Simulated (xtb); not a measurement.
**CH₃BGeO₂: energy and gradient calculation**

System: CH₃BGeO₂.
Method: GFN-FF (xtb 6.7.1).

The geometry was optimised with GFN2-xTB.

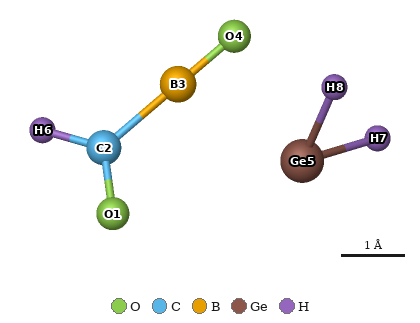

The input geometry (ball-and-stick view, seen at a tilt; atoms are numbered from 1 in the order of the input). Sticks mark near contacts. Bond lengths as drawn: B–C 1.58 Å, B–O 1.19 Å, C–H 1.11 Å, C–O 1.20 Å and Ge–H 1.60 Å.

### Results in brief

| quantity | value |
| --- | --- |
| outcome | converged |
| total energy | −0.965069 hartree |
| dispersion energy | −0.003752 hartree |
| largest force | 2.588 eV/Å |
| dipole moment | 3.00 D |
| hardware | 1 thread of AMD EPYC (Zen 5), 176 GiB of memory available, shared host |
| peak memory | 0.072 GiB |

### Input (coord)
```
$coord
     -2.912105752571      2.746509052270      0.116558307367  o
     -1.339589055225      2.536730555175      1.746106939154  c
      0.818742740755      0.493294107572      1.561953128309  b
      2.440959235179     -1.062611897138      1.418201662009  o
     -0.131808397193     -1.789230489318     -2.734377010550  ge
     -1.384829098648      3.788598523695      3.423144388453  h
      2.658183253205     -2.158558563115     -3.831986635516  h
      0.024490850575     -4.662615753595     -1.805066394243  h
$end
```

Run as:
```bash
xtb coord -c 0 --grad --gff > coord.out
```

### Output
```
* xtb version 6.7.1
   ID    Z sym.   atoms
    1    8 o      1, 4
    2    6 c      2
    3    5 b      3
    4   32 ge     5
    5    1 h      6-8

           -------------------------------------------------
          |                Calculation Setup                |
           -------------------------------------------------

          program call               : xtb coord -c 0 --grad --gff
          coordinate file            : coord
          omp threads                :                     1

molecular fragmentation (1/2 indicates fragments):
11112122
# atoms in fragment 1/2:     5     3
 fragment masses (1/2) :       55.83       74.64
CMA distance (Bohr)    :   4.953
constraining FC (au)   :  0.0500

          ==================== Thresholds ====================
          CN  :   150.00000
          rep :   500.00000
          disp:  2500.00000
          HB1 :   250.00000
          HB2 :   450.00000

          Pauling EN used:
          Z : 1  EN :  2.20
          Z : 5  EN :  2.04
          Z : 6  EN :  2.55
          Z : 8  EN :  3.44
          Z :32  EN :  2.01
          electric field strengths (au): 0.000

           -------------------------------------------------
          |           Force Field Initialization            |
           -------------------------------------------------

          distances ...
          ----------------------------------------
          generating topology and atomic info file ...
          pair mat ...
          computing topology distances matrix with Floyd-Warshall algo ...
          making topology EEQ charges ...
          #fragments for EEQ constrain: 2
          ----------------------------------------
          generating topology and atomic info file ...
          pair mat ...
          computing topology distances matrix with Floyd-Warshall algo ...
          making topology EEQ charges ...
          rings ...
          # BATM   4
          # H in HB   3

  atom   neighbors  erfCN metchar sp-hybrid imet pi  qest     coordinates
    1  o       1    0.98   0.00         2    0    1  -0.285   -2.912106    2.746509    0.116558
    2  c       3    2.78   0.00         2    0    1   0.118   -1.339589    2.536731    1.746107
    3  b       2    2.16   0.10         1    0    1   0.325    0.818743    0.493294    1.561953
    4  o       1    1.05   0.00         2    0    1  -0.309    2.440959   -1.062612    1.418202
    5  ge      2    2.13   0.22         2    0    0   0.095   -0.131808   -1.789230   -2.734377
    6  h       1    0.97   0.01         0    0    0   0.151   -1.384829    3.788599    3.423144
    7  h       1    0.92   0.02         0    0    0  -0.048    2.658183   -2.158559   -3.831987
    8  h       1    0.92   0.02         0    0    0  -0.048    0.024491   -4.662616   -1.805066

          #atoms :   8
          #bonds :   6
          #angl  :   5
          #tors  :   1
          #nmol  :   2
          #optfrag :   2
           -------------------------------------------------
          |                   G F N - F F                   |
          |          A general generic force-field          |
          |                  Version 1.0.3                  |
           -------------------------------------------------
          Number of HB bonds (bound hydrogen)     18
          Number of HB bonds (unbound hydrogen)   0
          Number of XB bonds                      0

 E+G (total)                   0 d,  0 h,  0 min,  0.000 sec
 distance/D3 list               ...        0 min,  0.000 sec (  1.199%)
 non bonded repulsion           ...        0 min,  0.000 sec ( 14.823%)
 dCN                            ...        0 min,  0.000 sec (  3.233%)
 EEQ energy and q               ...        0 min,  0.000 sec ( 12.733%)
 D3                             ...        0 min,  0.000 sec ( 13.943%)
 EEQ gradient                   ...        0 min,  0.000 sec (  3.112%)
 bonds                          ...        0 min,  0.000 sec (  9.116%)
 bend and torsion               ...        0 min,  0.000 sec ( 10.073%)
 bonded ATM                     ...        0 min,  0.000 sec (  4.102%)
 HB/XB (incl list setup)        ...        0 min,  0.000 sec ( 12.559%)

         :::::::::::::::::::::::::::::::::::::::::::::::::::::
         ::                     SUMMARY                     ::
         :::::::::::::::::::::::::::::::::::::::::::::::::::::
         :: total energy              -0.965068973399 Eh    ::
         :: gradient norm              0.091692899402 Eh/a0 ::
         ::.................................................::
         :: bond energy               -0.914704884407 Eh    ::
         :: angle energy               0.000052073607 Eh    ::
         :: torsion energy             0.000000015263 Eh    ::
         :: repulsion energy           0.065192631053 Eh    ::
         :: electrostat energy        -0.111954070845 Eh    ::
         :: dispersion energy         -0.003752446996 Eh    ::
         :: HB energy                  0.000000000000 Eh    ::
         :: XB energy                  0.000000000000 Eh    ::
         :: bonded atm energy          0.000097708926 Eh    ::
         :: external energy            0.000000000000 Eh    ::
         :: add. restraining           0.000000000000 Eh    ::
         :: total charge              -0.000000000000 e     ::
         :::::::::::::::::::::::::::::::::::::::::::::::::::::

           -------------------------------------------------
          |                Property Printout                |
           -------------------------------------------------

molecular dipole:
                 x           y           z       tot (Debye)
 q only:       -0.106       0.771       0.887       3.000

           -------------------------------------------------
          | TOTAL ENERGY               -0.965068973399 Eh   |
          | GRADIENT NORM               0.091692899402 Eh/α |
           -------------------------------------------------
########################################################################
[WARNING] Runtime exception occurred
-1- gfnff_setup: Could not read topology file.
########################################################################

------------------------------------------------------------------------
------------------------------------------------------------------------
 total:
 *  cpu-time:     0 d,  0 h,  0 min,  0.002 sec
 * ratio c/w:     0.999 speedup
 SCF:
 *  cpu-time:     0 d,  0 h,  0 min,  0.000 sec
 * ratio c/w:     0.998 speedup
```

### Standard error
```
normal termination of xtb
```
